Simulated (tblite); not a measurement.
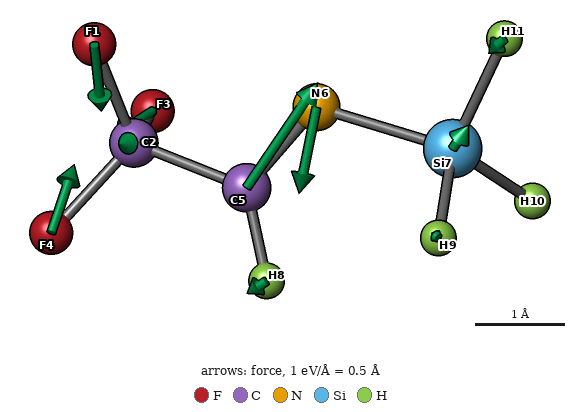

Starting geometry of C2H4F3NSi with the computed forces as green arrows. Style: ball-and-stick. Shown at a tilt.

Method: tblite, GFN2-xTB geometry optimisation, gas phase. 

Q: What follows when this structure is relaxed?

A: It isn't relaxed: the largest force vector, on C5, is 2.97 eV/Å. The final displacements have little in common with the starting forces (cosine between the two patterns 0.25). H10 moves most after the best rigid fit: 1.07 Å. Largest moves by element: H 1.07 Å, F 1.05 Å, N 0.27 Å, Si 0.11 Å, C 0.08 Å. Near-neighbour distances that change, for instance: F1–C2 1.387 → 1.330 Å, N6–Si7 1.775 → 1.731 Å, C2–F4 1.387 → 1.345 Å, C5–N6 1.280 → 1.239 Å. Among the angles between lasting bonds that change: C5–N6–Si7 119.4° → 134.9°, C2–C5–H8 121.7° → 112.1°, N6–Si7–H10 110.8° → 101.5°. Groups turn about N6–Si7 by about 50°, C2–C5 by about 35°. After 122 geometry steps the energy has fallen by 11.0 kcal/mol. The run took 0.49 s on 1 thread of Arm Neoverse V2 (shared host).
